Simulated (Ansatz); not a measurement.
## Fields on a plane of CdS (zinc blende)

```xyz
2
Lattice="0.0000 2.9389 2.9389 2.9389 0.0000 2.9389 2.9389 2.9389 0.0000" Properties=species:S:1:pos:R:3 pbc="T T T"
S      4.4084     4.4084     4.4084
Cd     0.0000     0.0000     0.0000
```

The slice is a {100} plane (indices of the conventional cell) through the point (0.000, 0.000, 0.000) (fractional), spanned by u = [100] and v = [0 1 -1] in vectors of this cell: u (4.16 Å) and v (4.16 Å, at 90° to u). It covers one period; positions are fractions (u, v).

Atoms on it: Cd at (0.00, 0.00).

Calculation: r2SCAN (plane waves to 500 eV, PAW, scalar-relativistic; Ansatz, a program for electronic structure). k mesh 10×10×10. Inside the PAW spheres the values are not all-electron values, and peaks at nuclei hang on which shells count as valence. CdS was relaxed with its symmetry unable to fall.

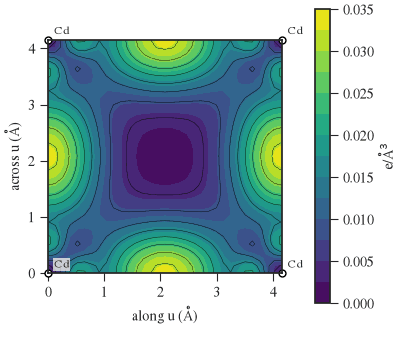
Figure. Density of the highest valence band (whole band, smooth part) in e/Å³, one period of the plane, atoms marked. 

```
|@@@@%#*+==-------------==+*#%@@@|
|@@@%%#*+=---------------=+*#%%@@|
|@@%%#**+=----:::::::----=+**#%%@|
|%%%##*+==--:::::::::::--==+*##%%|
|###**+==--:::::::::::::--==+**##|
|****+==--:::::::::::::::--==+***|
|++++==---:::::::.:::::::---==+++|
|=====---:::...........:::---====|
|==----::::.............::::----=|
|-----::::...............::::----|
|----::::.....       .....::::---|
|----::::....         ....::::---|
|---:::::...           ...:::::--|
|---:::::...           ...:::::--|
|---:::::...           ...:::::--|
|---::::....           ....::::--|
|---:::::...           ...:::::--|
|---:::::...           ...:::::--|
|---:::::...           ...:::::--|
|----::::....         ....::::---|
|----::::.....       .....::::---|
|-----::::...............::::----|
|==----::::.............::::----=|
|=====---:::...........:::---====|
|++++==---:::::::.:::::::---==+++|
|****+==--:::::::::::::::--==+***|
|###**+==--:::::::::::::--==+**##|
|%%%##*+==--:::::::::::--==+*##%%|
|@@%%#**+=----:::::::----=+**#%%@|
|@@@%%#*+=---------------=+*#%%@@|
|@@@@%#*+==-------------==+*#%@@@|
|@@@@%#*+==-------------==+*#%@@@|
```
Scale: ten equal steps from -1.97 (start of ' ') to 1.42 (end of '@'), in the order ' .:-=+*#%@'. Values: log₁₀ of the valence density in e/Å³. The map has 32 points along u (one character each, u = 0 at the left) and 32 along v (v = 0 in the bottom row). The scale is logarithmic, as a density can span decades between atoms and voids.
